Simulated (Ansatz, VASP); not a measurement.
# PtSe in two plane-wave programs, part 2 of 2

One calculation is typed for both programs; each brings its own data sets. How far apart do they land? The cell is generated by rule, not measured, and may not be a known phase. The cell is taken from a series of VASP runs on this material, whose earlier steps may have relaxed, scaled or displaced it; both programs get it as it stands. Valence electrons are named where the data sets of a main pair hold unlike numbers.

VASP 6.6.1 and Ansatz 0.2.0.

So far: Starting point; Ansatz: band structure, PBEsol, spin-orbit coupling; VASP: band structure, PBEsol, spin-orbit coupling.

## Step 3: VASP: band structure, PBEsol, spin-orbit coupling (continued)

Level of this step: PBEsol, spin-orbit coupling; plane waves and PAW (Pt, Se); invented cell (VASP).

Numbers of over 12 decimals in the logs are rounded to 6 here.

From OUTCAR (step 3):

```text
ion  position               nearest neighbor table
   1  0.000  0.000  0.000-   2 2.73   2 2.73   2 2.73   2 2.73   2 2.73   2 2.73
   2  0.500  0.500  0.500-   1 2.73   1 2.73   1 2.73   1 2.73   1 2.73   1 2.73

  LATTYP: Found a face centered cubic cell.
 ALAT       =     5.4600000000

 Subroutine GETGRP returns: Found 48 space group operations
 (whereof 48 operations were pure point group operations)

The static configuration has the point symmetry O_h .

 Found     29 irreducible k-points:

   k-points           NKPTS =     29   k-points in BZ     NKDIM =     29   number of bands    NBANDS=     28

   dimension x,y,z NGX =    28 NGY =   28 NGZ =   28
   dimension x,y,z NGXF=    56 NGYF=   56 NGZF=   56

   ENCUT  =  400.0 eV  29.40 Ry    5.42 a.u.   6.30  6.30  6.30*2*pi/ulx,y,z

   NELECT =      16.0000    total number of electrons

 k-points in reciprocal lattice and weights: Automatic mesh
   0.00000000  0.00000000  0.00000000       0.002
   0.12500000  0.00000000  0.00000000       0.016
   0.25000000  0.00000000  0.00000000       0.016
   0.37500000  0.00000000  0.00000000       0.016
   0.50000000  0.00000000  0.00000000       0.008
   0.12500000  0.12500000  0.00000000       0.012
   0.25000000  0.12500000  0.00000000       0.047
   0.37500000  0.12500000  0.00000000       0.047
   0.50000000  0.12500000  0.00000000       0.047
[...]
-0.37500000  0.50000000  0.12500000       0.023
  -0.25000000  0.50000000  0.25000000       0.012

 average (electrostatic) potential at core
       1 -67.2289       2 -52.9682

 E-fermi :   6.0637

 k-point     1 :       0.0000    0.0000    0.0000
  band No.  band energies     occupation
    ...
     14       4.3548      1.00000
     15       4.9510      1.00000
     16       4.9510      1.00000
     17       4.9510      1.00000
     18       4.9510      1.00000
     19       6.7350      0.00000
     20       6.7350      0.00000
     21      15.9121      0.00000
     22      15.9121      0.00000
     23      16.9339      0.00000
    ...

 k-point     2 :       0.1250    0.0000    0.0000
  band No.  band energies     occupation
    ...
     14       4.2788      1.00000
     15       5.4930      1.00000
     16       5.4930      1.00000
     17       5.6579      1.00000
     18       5.6579      1.00000
     19       8.1188      0.00000
     20       8.1188      0.00000
     21      14.6112      0.00000
     22      14.6112      0.00000
     23      15.8368      0.00000
    ...

 k-point     3 :       0.2500    0.0000    0.0000
  band No.  band energies     occupation
    ...
     10       3.4614      1.00000
     11       3.7449      1.00000
     12       3.7449      1.00000
     13       4.4003      1.00000
     14       4.4003      1.00000
     15       6.8031      0.00000
     16       6.8031      0.00000
     17       6.8624      0.00000
     18       6.8624      0.00000
     19       9.7411      0.00000
    ...

  Total       -3.7693678     -3.7693678     -3.7693678     -0.0000000     -0.0000000      0.0000000
  in kB     -148.4093139   -148.4093139   -148.4093139     -0.0000000     -0.0000000      0.0000000
  external PRESSURE =    -148.4093139 kB  Pullay stress =       0.0000000 kB

  energy-cutoff  :      400.00
  volume of cell :       40.69
      direct lattice vectors                 reciprocal lattice vectors
     0.000000000  2.730000000  2.730000000    -0.183150183  0.183150183  0.183150183
     2.730000000  0.000000000  2.730000000     0.183150183 -0.183150183  0.183150183
     2.730000000  2.730000000  0.000000000     0.183150183  0.183150183 -0.183150183

 POSITION                                       TOTAL-FORCE (eV/Angst)
 -----------------------------------------------------------------------------------
      0.00000      0.00000      0.00000         0.000000      0.000000      0.000000
      2.73000      2.73000      2.73000        -0.000000     -0.000000     -0.000000
 -----------------------------------------------------------------------------------
    total drift:                               -0.000000      0.000000      0.000000

  FREE ENERGIE OF THE ION-ELECTRON SYSTEM (eV)
  ---------------------------------------------------
  free  energy   TOTEN  =       -10.9822080035 eV

  energy  without entropy=      -10.9818038134  energy(sigma->0) =      -10.98200591

 Spin-Orbit-Coupling matrix elements
 Ion:    1  E_soc:     -0.6851442
 Ion:    2  E_soc:     -0.0305705

 total charge
# of ion       s       p       d       tot
------------------------------------------
    1        0.586   0.326   8.080   8.991
    2        1.479   2.112   0.075   3.666
--------------------------------------------------
tot          2.065   2.438   8.155  12.658

 magnetization (x)
# of ion       s       p       d       tot
------------------------------------------
    1        0.000   0.000   0.000   0.000
    2        0.000   0.000   0.000   0.000
--------------------------------------------------
tot          0.000   0.000   0.000   0.000

 magnetization (y)
# of ion       s       p       d       tot
------------------------------------------
    1       -0.000   0.000   0.000  -0.000
    2        0.000  -0.000   0.000  -0.000
--------------------------------------------------
tot         -0.000   0.000   0.000  -0.000

 magnetization (z)
# of ion       s       p       d       tot
------------------------------------------
    1        0.000   0.000  -0.000   0.000
    2        0.000  -0.000   0.000  -0.000
--------------------------------------------------
tot          0.000   0.000  -0.000   0.000

[... 3 further parts left out ...]
```

The k-mesh is coarse for a metal.

The run ends at a pressure of -14.84 GPa.

## Step 4: Comparison

Known differences besides the potentials themselves: spin-orbit coupling enters by fully relativistic files in Ansatz and inside the spheres in VASP; the data sets hold 34 valence electrons in Ansatz (on its fully relativistic PAW (standard-fr) files) and 16 in VASP; the cutoff is 420 eV in Ansatz and 400 eV in VASP; Ansatz makes its cores anew for this functional, VASP keeps those of its PBE data sets. Total energies have different zeros and are not compared.

Both answers:

```csv
quantity,Ansatz,VASP,difference
pressure (GPa),-14.84,-14.84,0.00
```

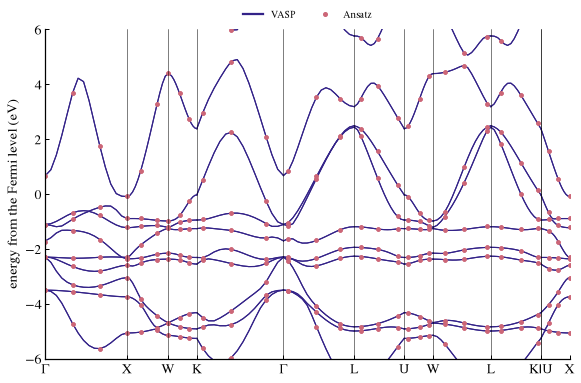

Bands from VASP (lines) and levels from Ansatz (dots). Dots without a line are higher empty bands that the VASP plot leaves out.

Levels from 3 eV below to 2 eV above the Fermi level differ by 7 meV r.m.s. and 25 meV at most; each VASP level is matched to the nearest of Ansatz, which flatters the figure a little. Ansatz's pressure holds a Pulay correction of 0.03 GPa; VASP's holds none.

## Step 5: Outcome

* r.m.s. difference of levels near the Fermi level (band structure, PBEsol, spin-orbit coupling): 7.3 meV

**Reading.** The r.m.s. difference of levels near the Fermi level is 7.3 meV (band structure, PBEsol, spin-orbit coupling), within the 80 meV picked in this series as the mark of a large difference. The data sets hold unlike numbers of valence electrons (34 in Ansatz and 16 in VASP), so part of the differences comes from the potentials. 1 further run of this series is not shown here. How closely two codes agree says nothing of how well the functional describes the real material.

[Lines on the potential files, build, host, timing and source positions are cut from VASP's logs without a mark.]

[Logs are printed without paths, hosts, clocks, repeated set-up lines and the standing remarks that a program may print on its own settings, such as how far it seeks lower states.]

[Hosts, paths, dates, database ids (printed as entryN), source tags and the programs' standing remarks are cut or masked in the printed files.]
